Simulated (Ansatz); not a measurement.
# Electron scattering at the Σ5 (210) boundary in fcc Cu, part 2 of 3

Aim: the relaxed structure and the specific resistance of the Σ5 (210) boundary in fcc Cu.

Ansatz 0.2.0; Ansatz plane-wave DFT, PBE, PAW files; relaxation of a bicrystal slab with its lowest layers held; PAW set soft_1 (the session's first sound run).

So far. Step 2 (Relaxing the bicrystal): The largest force component on a free atom ends at 0.0012 eV/Å, under the tolerance of 0.03, after 11 steps.

## 3. Transmission across the boundary

This step: Ansatz plane-wave DFT, PBE, PAW files; ballistic transport by layer matching (Landauer), zero bias; boundary relaxed in a short slab, bulk layers laid on; PAW set soft_1 (Ansatz 0.2.0).

System of this step: Σ5 (210) boundary in fcc Cu. The cell holds 53 atoms: 53 Cu. Its edges and angles: a = 4.427 Å, b = 3.615 Å, c = 50.466 Å, α = 90.0°, β = 90.0°, γ = 65.9°. It derives from Cu. Regions: lower grain, 22 atoms (22 Cu); boundary, 14 atoms (14 Cu); upper grain, 17 atoms (17 Cu). Vacuum lies along c.

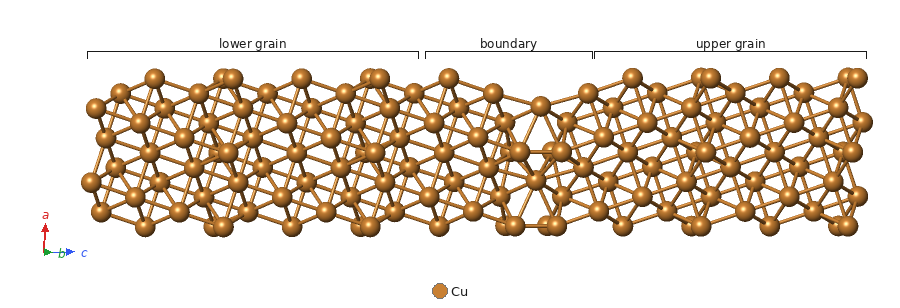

The cell of this step (copper orange). 2×1×1 cells are drawn. Some periodic images of atoms are drawn too.

Contents of input.yaml:

```yaml
crystal:
  lattice:
    - [4.4274037203, 0.0, 0.0]
    - [1.4758012401, 3.2999918941, 0.0]
    - [0.0, 0.0, 50.4663526938]
  atoms:
    - { symbol: Cu, position: [-17.3999999996, 8.6999999998, 0.0792607309] }
    - { symbol: Cu, position: [-16.7999999996, 8.3999999998, 0.0952779302] }
    - { symbol: Cu, position: [-16.1999999996, 8.0999999998, 0.1112951295] }
    - { symbol: Cu, position: [-15.5999999996, 7.7999999998, 0.1273123288] }
    - { symbol: Cu, position: [-14.9999999996, 7.4999999998, 0.1433295281] }
    - { symbol: Cu, position: [-14.3999999997, 7.1999999998, 0.1593467274] }
    - { symbol: Cu, position: [-13.7999999997, 6.8999999998, 0.1753639268] }
    - { symbol: Cu, position: [-13.1999999997, 6.5999999998, 0.1913811261] }
    - { symbol: Cu, position: [-12.5999999997, 6.2999999998, 0.2073983254] }
    - { symbol: Cu, position: [-11.9999999997, 5.9999999998, 0.2234155247] }
    - { symbol: Cu, position: [-11.3999999997, 5.6999999998, 0.239432724] }
    - { symbol: Cu, position: [-10.7999999997, 5.3999999998, 0.2554499233] }
    - { symbol: Cu, position: [-10.1999999998, 5.0999999999, 0.2714671226] }
    - { symbol: Cu, position: [-9.5999999998, 4.7999999999, 0.2874843219] }
    - { symbol: Cu, position: [-8.9999999998, 4.4999999999, 0.3035015212] }
    - { symbol: Cu, position: [-8.3999999998, 4.1999999999, 0.3195187206] }
    - { symbol: Cu, position: [-7.7999999998, 3.8999999999, 0.3355359199] }
    - { symbol: Cu, position: [-7.1999999998, 3.5999999999, 0.3515531192] }
    - { symbol: Cu, position: [-6.5999999998, 3.2999999999, 0.3675703185] }
    - { symbol: Cu, position: [-5.9999999999, 2.9999999999, 0.3835875178] }
    - { symbol: Cu, position: [-5.3999999999, 2.6999999999, 0.3996047171] }
    - { symbol: Cu, position: [-4.7999999999, 2.3999999999, 0.4156219164] }
    - { symbol: Cu, position: [0.8000000001, 0.0999999999, 0.4316391157] }
    - { symbol: Cu, position: [0.4019373946, 0.7990313027, 0.4479459507] }
    - { symbol: Cu, position: [0.0024256494, 0.4987871753, 0.4641322566] }
    - { symbol: Cu, position: [0.6046489215, 0.1976755392, 0.4803144149] }
    - { symbol: Cu, position: [0.2085790309, 0.8957104845, 0.495834395] }
    - { symbol: Cu, position: [0.7992706055, 0.6003646973, 0.5126526694] }
    - { symbol: Cu, position: [0.4073099796, 0.2963450102, 0.5305298095] }
    - { symbol: Cu, position: [0.0099053537, -0.0049526769, 0.5416319121] }
    - { symbol: Cu, position: [0.6246597637, 0.6876701181, 0.564409506] }
    - { symbol: Cu, position: [0.0103748698, 0.9948125651, 0.587176119] }
    - { symbol: Cu, position: [0.4076358898, 0.2961820551, 0.5983161607] }
    - { symbol: Cu, position: [-0.2004840584, 0.6002420292, 0.6161368421] }
    - { symbol: Cu, position: [0.2084804898, 0.8957597551, 0.6329901471] }
    - { symbol: Cu, position: [0.6045486255, 0.1977256873, 0.6484468808] }
    - { symbol: Cu, position: [-4.9954513745, 2.4977256873, 0.6644640801] }
    - { symbol: Cu, position: [-5.5954513745, 2.7977256872, 0.6804812794] }
    - { symbol: Cu, position: [-6.1954513745, 3.0977256872, 0.6964984788] }
    - { symbol: Cu, position: [-6.7954513745, 3.3977256872, 0.7125156781] }
    - { symbol: Cu, position: [-7.3954513745, 3.6977256872, 0.7285328774] }
    - { symbol: Cu, position: [-7.9954513744, 3.9977256872, 0.7445500767] }
    - { symbol: Cu, position: [-8.5954513744, 4.2977256872, 0.760567276] }
    - { symbol: Cu, position: [-9.1954513744, 4.5977256872, 0.7765844753] }
    - { symbol: Cu, position: [-9.7954513744, 4.8977256872, 0.7926016746] }
    - { symbol: Cu, position: [-10.3954513744, 5.1977256872, 0.8086188739] }
    - { symbol: Cu, position: [-10.9954513744, 5.4977256872, 0.8246360732] }
    - { symbol: Cu, position: [-11.5954513744, 5.7977256872, 0.8406532726] }
    - { symbol: Cu, position: [-12.1954513743, 6.0977256871, 0.8566704719] }
    - { symbol: Cu, position: [-12.7954513743, 6.3977256871, 0.8726876712] }
    - { symbol: Cu, position: [-13.3954513743, 6.6977256871, 0.8887048705] }
    - { symbol: Cu, position: [-13.9954513743, 6.9977256871, 0.9047220698] }
    - { symbol: Cu, position: [-14.5954513743, 7.2977256871, 0.9207392691] }
kpoints:
  mp_grid: { grid: [8, 8, 1] }
hamiltonian:
  xc: pbe
  pseudopotentials: { kind: paw, azcp: { folder: soft_1 } }
scf:
  occupations: { method: fermi_dirac, width: 0.1 }
output:
  transmission:
    leads: [[12, 13], [43, 44]]
    kmesh: [20, 20]
    e_range: [-0.1, 0.1]
    de: 0.05
  write_potential: true
  write_density: true
  volumetric_format: npy
  elf: true
```

Command:

```console
ansatz run input.yaml --threads 4 --pin off --max-ram 15360MiB --backend cpu --events-out ev --progress --plain --runs-dir out
```

Numbers of over 12 decimals in the logs are rounded to 6 here.

What it wrote:

```text
[...]
Crystal: 53 atoms, lattice volume = 737.333 Å³
Basis set: ecut = 420 eV, 14411 PW (Γ)
Bands: 605, of which v1, the nominal top of the filled ones, is band 504 counted from 1 (503 counted from 0)
Symmetry: 2 space group operations
[...]
k-points: 21 of 64 (time reversal used)
[...]
SCF iter   1: F=—  HF=-351178.027424 eV  |F-HF|=—  |Δ(HF+E_count)|=         —  Δρ=2.43e-1  dr2=2.63e2  ethr=3.10e-3  ⟨swp⟩=4.9  Hψ=40364  notcnv=0  defer=1147
[...]
SCF iter  15: F=-351131.067073 eV  HF=-351131.067073 eV  |F-HF|=7.57e-10  |Δ(HF+E_count)|=   2.30e-8  Δρ=1.64e-6  dr2=2.29e-8  ethr=9.93e-12  ⟨swp⟩=10.5  Hψ=54824  notcnv=0
SCF 1 converged in 15 iterations: F = -351131.067073 eV  dr2 = 2.29e-8
[...]
transmission: 512 of 5106 steps passed
transmission: 1024 of 5106 steps passed
[...]
transmission: 5106 of 5106 steps passed
WARN: The input density's exchange-correlation potential varies sharply where the density is thin. Do not read a vacuum level from v_tot or v_xc, or from such a field of the output density. On a cell that repeats whose density bears no net charge and no dipole along the vacuum's axis use v_es (v_loc + v_h of the components); under efield.dipole_correction with no amplitude use v_es + v_field, which holds any external [...]
SCF converged after 15 iterations
the last check of whether an eigenvalue changes by more than its tolerance under the output density was not made (no_room)
Free energy (F): -351131.067073 eV
[...]
Internal energy: -351130.519420 eV  (E = F + TS)
E sigma→0 (E₀):  -351130.793247 eV
Entropy (-TS):   -0.547653 eV (-10.333 meV/atom)
Fermi energy:    13.257578 eV
[...]
--- Band table (eV; the first three rows and the last of 21) ---
  k-point 0: bands = [... 500 lower, 14.8176, 14.9058, 14.9933, 15.0517, 15.1599, 15.2132, 15.2917, 15.3656, ... 97 higher]
  k-point 1: bands = [... 500 lower, 14.5890, 14.6464, 14.7110, 14.8221, 14.9417, 14.9879, 15.1238, 15.3074, ... 97 higher]
  k-point 2: bands = [... 500 lower, 14.1364, 14.1632, 14.2038, 14.2692, 14.3048, 14.3966, 14.4593, 14.5635, ... 97 higher]
  k-point 20: bands = [... 500 lower, 12.0920, 12.2387, 12.2804, 12.4637, 12.5127, 12.7690, 12.8653, 13.1176, ... 97 higher]
--- Transmission ---
  basis      : 131 plane waves across, 46 finite elements along
  points     : 111, standing for a mesh of 20 x 20
  energies   : 5 from -0.100000 to 0.100000 eV about the Fermi level, 0.050000 eV apart; the leads are filled to 0.000000 eV, and channels, transmission and decay are at 0.000000 eV
  crystal 0  : Cu3, at the sites [12, 13], period 2.4250 Å, over 21.02 Å; its Hamiltonian steps by up to 2.2 meV
    offset         : up to 0.0000 Å between an atom of the period and one for which it stands
    channels       : 2.137500e0 a spin
    conductance    : none, the energies end too early or step too widely for 300 K: set another output.transmission.e_range or a lower de, or, where they end at an eighth of basis.ecutwfc, a higher one
[...]
channels       : 2.137500e0 a spin
[...]
junction   : crystal 0 to crystal 1, 14.40 to 37.46 Å
    transmission   : 1.831068e0 a spin
[...]
```

Wall time 15 min (4 threads of Intel Xeon Platinum 8488C (Sapphire Rapids), shared host); peak memory 10 GiB; 58 min of CPU time.

In the SCF lines HF is the Harris–Foulkes energy and dr2 the Hartree energy of the density residual, in eV; the loop may stop once dr2 is under the threshold and the program's other checks hold. Hψ counts applications of the Hamiltonian.

Numbers from this step:

```
free energy                                    : -351131.0671 eV
energy at zero smearing                        : -351130.7932 eV
Fermi energy                                   : 13.26 eV
cell area                                      : 14.61 Å²
transmission per spin nearest the Fermi level  : 1.831
open channels per spin nearest the Fermi level : 2.138
open channels per spin, upper lead             : 2.138
step of the lead's potential                   : 2.2 meV
step of the upper lead's potential             : 6.8 meV
```

Per spin. Table of transmission, zone mean by energy, zero at the Fermi level:

```
energy (eV)  transmission, zone mean
    -0.1000                     1.84
    -0.0500                     1.83
     0.0000                     1.83
     0.0500                     1.83
     0.1000                     1.82
```

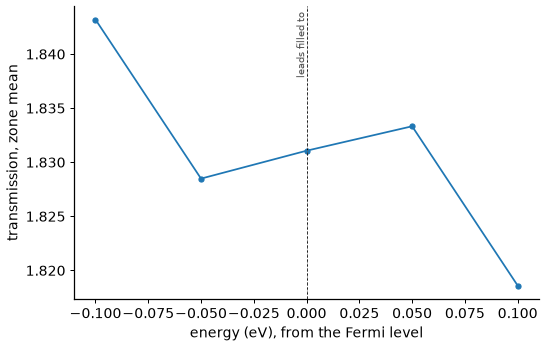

Transmission, zone mean, plotted against energy.

Per spin. Open channels, zone mean, lead = upper lead against energy, zero at the Fermi level:

```
energy (eV)  open channels, zone mean, lead = upper lead
    -0.1000                                         2.14
    -0.0500                                         2.12
     0.0000                                         2.14
     0.0500                                         2.15
     0.1000                                         2.15
```

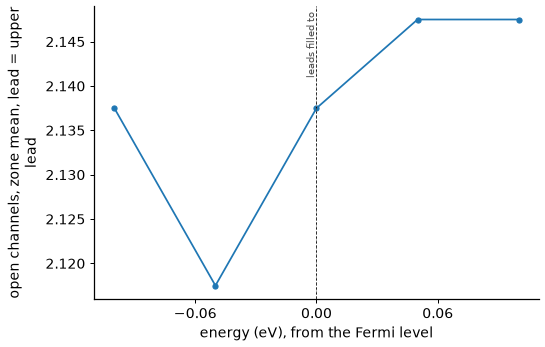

Open channels, zone mean, lead = upper lead, plotted against energy.

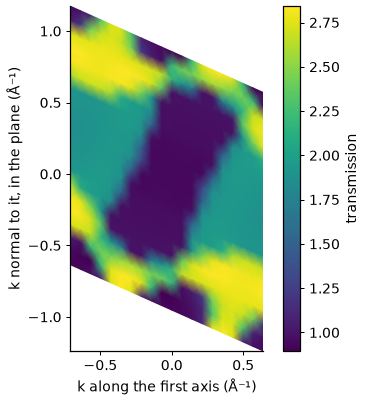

Transmission over k1 and k2. At 0.0000 eV from the Fermi level.

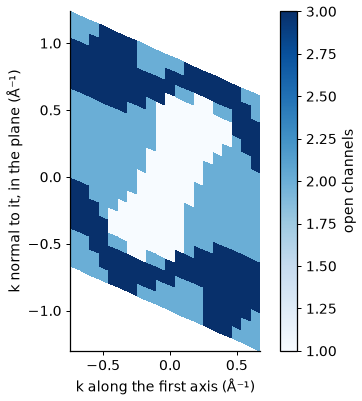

Open channels over k1 and k2. At 0.0000 eV from the Fermi level.

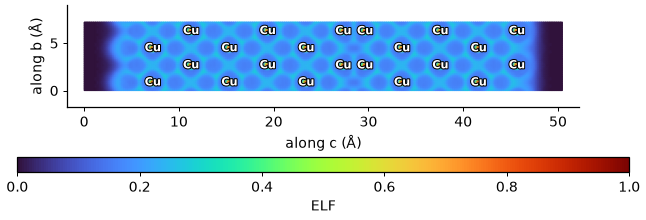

ELF in the cb plane at fractional x = 0.000, with atoms of Cu within 0.2 Å of it. It is the smooth field of the valence electrons, not physical close to the nuclei. The map starts off the cell's origin, so that atoms lie inside it.

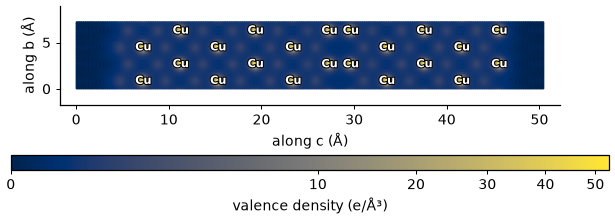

Valence density in the cb plane at fractional x = 0.000, with atoms of Cu within 0.2 Å of it. It is the smooth field of the valence electrons, not physical close to the nuclei. The map starts off the cell's origin, so that atoms lie inside it. The colour scale is stretched toward low values.

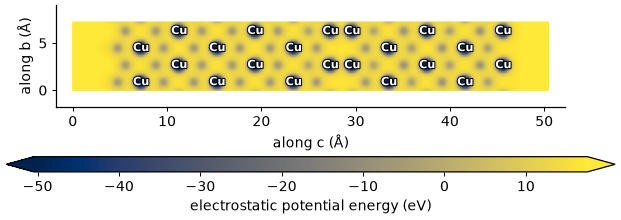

Electrostatic potential energy in the cb plane at fractional x = 0.000, with atoms of Cu within 0.2 Å of it. With pseudopotentials it is smooth inside the atoms' cores, unlike the true potential. The map starts off the cell's origin, so that atoms lie inside it.

Over the solved energies the transmission per spin lies between 1.82 and 1.84, out of 2.14 channels of the lead on average (up to 2.15).

## 4. Specific resistance

This step: Ansatz plane-wave DFT, PBE, PAW files; ballistic transport by layer matching (Landauer), zero bias; specific resistance of the boundary; PAW set soft_1 (Ansatz 0.2.0).

Numbers from this step:

```
area resistance                      : 0.1477 fΩ m²
T over the leads' mean channel count : 0.8566
```

Averaged over the energies near the Fermi level, 85.7 % of the channels pass, which makes 0.148 fΩ m².

By hand, with T and the leads' channels N averaged over the energies near the Fermi level: RA = A (h/2e²)(1/T − ½[1/N₁ + 1/N₂]) = 14.61×10⁻²⁰ m² × 12 906 Ω × (1/1.831 − ½[1/2.138 + 1/2.138]) = 0.148 fΩ m².

(Part 2 of 3 ends here.)

[Logs are printed without paths, hosts, clocks, repeated set-up lines and the standing remarks that a program may print on its own settings, such as how far it seeks lower states.]

[Hosts, paths, dates, database ids (printed as entryN), source tags and the programs' standing remarks are cut or masked in the printed files.]
